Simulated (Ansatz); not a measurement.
Cl$_{3}$HSi···H$_{2}$O

Input

```
crystal:
  periodic: [false, false, false]
  atoms:
    - { symbol: Si, position_ang: [-0.061243, -0.179203, -1.12256] }
    - { symbol: Cl, position_ang: [1.523599, -1.283592, -0.177757] }
    - { symbol: Cl, position_ang: [-0.106308, -0.810538, -3.218365] }
    - { symbol: Cl, position_ang: [-1.992598, -0.746214, -0.259342] }
    - { symbol: H, position_ang: [0.164245, 1.297348, -1.086779] }
    - { symbol: H, position_ang: [0.877209, 0.189189, 1.909612] }
    - { symbol: O, position_ang: [0.210704, 0.888411, 1.738233] }
    - { symbol: H, position_ang: [-0.615408, 0.644598, 2.217157] }
magnetization:
  spin_polarized: true
basis:
  gaussian: { orbitals: "6-31G" }
hamiltonian:
  xc: revpbe
relax:
  f_tol: 0.03
  max_steps: 50
output:
  orbitals: {}
```

Command:

```sh
ansatz run input.yaml --threads 2 --pin off --max-ram 3072MiB --backend cpu --events-out ev --progress --plain --runs-dir out
```

The fields are those of the run's last geometry, not of the input's.

Computed with UKS revPBE/6-31G in Ansatz 0.2.0.

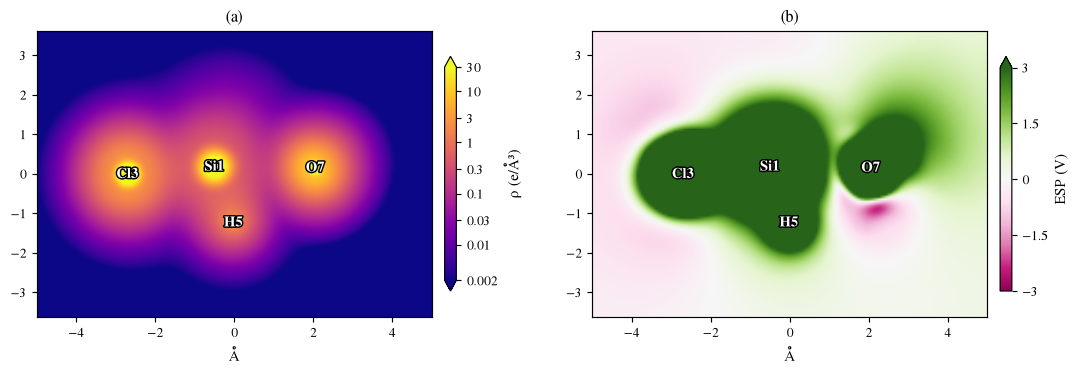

Figure 1. (a) total electron density; (b) electrostatic potential on the plane of atoms Cl3, Si1 and H5.

Q: What do the fields say about this system?

A: The section cuts through Si, Cl, H and O sites. Si1···O7 (2.55 Å): the density falls to about 0.19 e/Å³ on the way. Si–Cl (2.21 Å): ρ at the midpoint is about 0.58 e/Å³, with its minimum of 0.49 e/Å³ about 0.9 Å from Si. Si–H (1.49 Å): ρ is about 0.71 e/Å³ halfway. Outside the dense part of the complex the potential is most negative (−2.0 V) near O7.

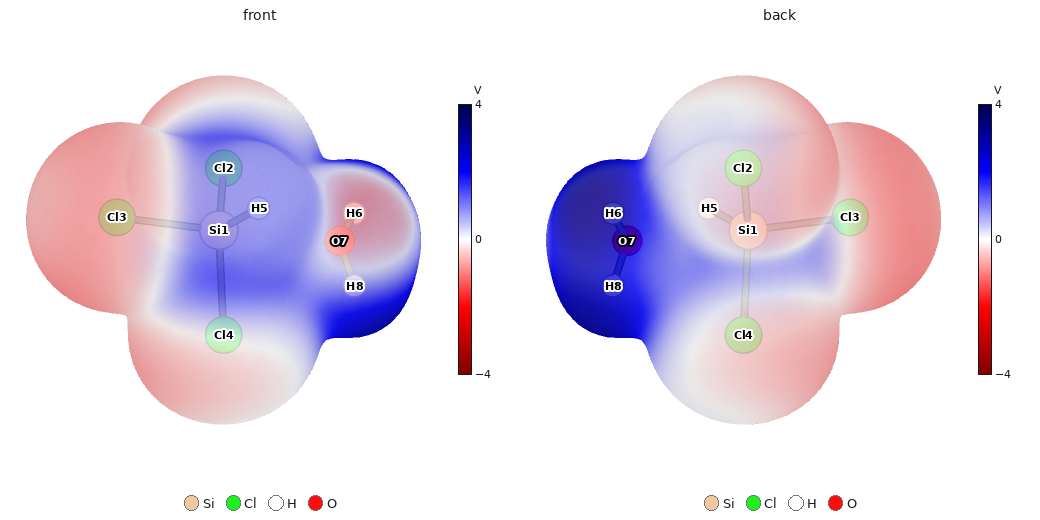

Figure 2. The electrostatic potential painted on the density surface at 0.002 e/bohr³, seen from the front and from behind; the colour scale runs from red (negative) to blue (positive).

Q: Describe the electrostatic potential map.

A: The most negative region (about −0.9 V, or −21 kcal/mol for a unit charge) lies over Cl3, the most positive (about +3.1 V, or +71 kcal/mol for a unit charge) over H6 and H8.

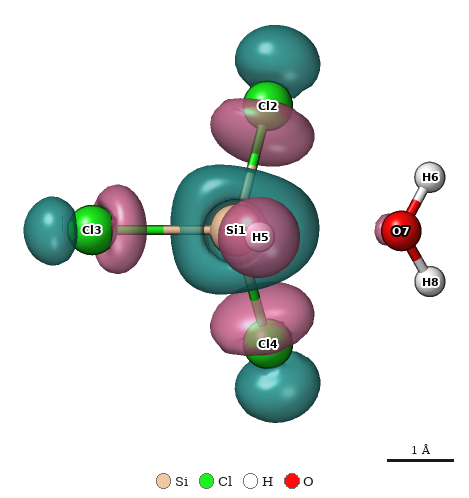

Figure 3. One frontier orbital at ±0.15 Å⁻³ᐟ² (teal and pink are the two phases), seen across its widest extent.

Q: Which orbital is it: HOMO or LUMO?

A: The LUMO, at −2.96 eV. It lies mainly on Si1 (about 35 %), Cl2 (about 20 %), Cl4 (about 20 %), Cl3 (about 10 %) and H5 (about 10 %).

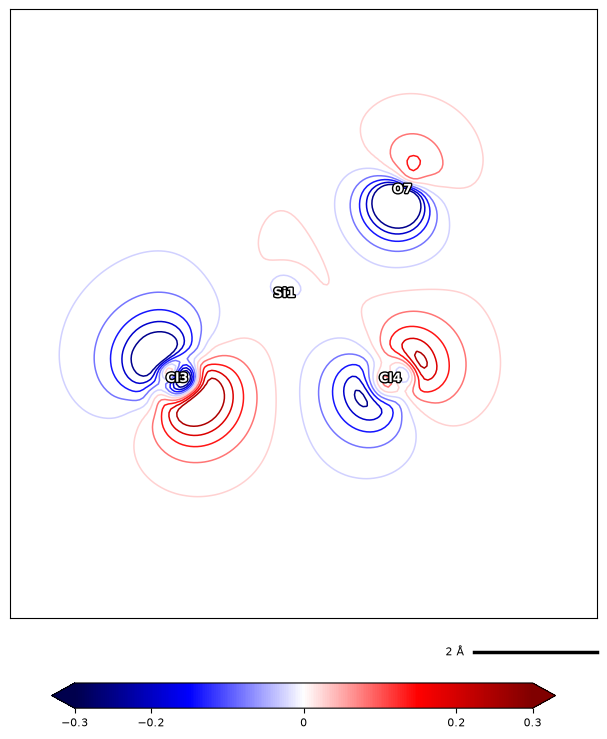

Figure 4. The HOMO−1 on the plane of atoms Cl3, Si1 and Cl4 (values in Å⁻³ᐟ²; the overall sign is arbitrary).

Q: What is the character of this orbital?

A: Its weight (Hirshfeld) is mainly on Cl3 (about 65 %), O7 (about 10 %), Cl2 (about 10 %) and Cl4 (about 10 %); largely a lone pair of Cl3. Its energy is −7.52 eV.
